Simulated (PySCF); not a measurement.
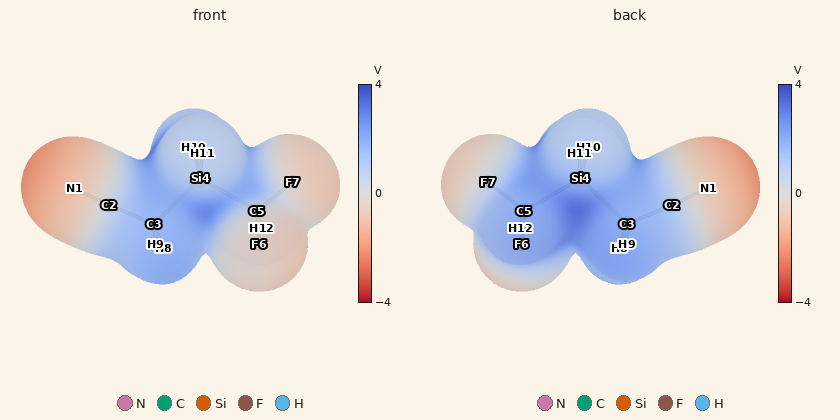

Figure 1: C₃H₅F₂NSi. The molecular electrostatic potential painted on the density surface at 0.004 e/bohr³, seen from the front and from behind; red is negative and blue positive.

Geometry: PBE0-D3(BJ)/def2-SVP.

Level of theory: WP04/pcSseg-1, SCF density, gas phase, non-relativistic (PySCF).

```xyz
12

N     3.5361    0.3110    0.1163
C     2.4713   -0.1261   -0.0115
C     1.1201   -0.6230   -0.1662
Si   -0.1851    0.7533   -0.0217
C    -1.8792   -0.1051   -0.3108
F    -1.7997   -0.8279   -1.4645
F    -2.8539    0.8265   -0.4559
H     1.0029   -1.0972   -1.1546
H     0.9226   -1.3980    0.5929
H    -0.1596    1.3679    1.3341
H     0.0155    1.7693   -1.0882
H    -2.1913   -0.7985    0.4935
```

Question: Which sites attract a positive test charge, and which a negative one?

Answer: A positive charge is drawn to the negative regions and a negative charge to the positive ones. The most negative region (about −2.1 V) lies over N1, the most positive (about +3.1 V) over Si4. N1 is the likeliest acceptor of a hydrogen bond.
